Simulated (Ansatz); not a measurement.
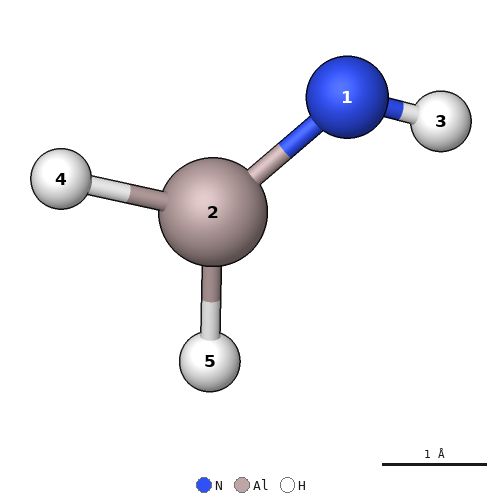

The atoms are numbered. The species has charge −1 and is a spin singlet. Computed geometry: PBE0-D4/def2-TZVPD optimisation. No frequency run is at hand to confirm it as a minimum.

### Describe the coordination of atom 1.

N1 has 2 neighbours (Al2 at 1.73, H3 at 1.02 Å); the arrangement is bent.

### Describe the coordination of atom 2.

Al2 has 3 neighbours (N1 at 1.73, H4 at 1.63, H5 at 1.65 Å); the arrangement is trigonal planar.
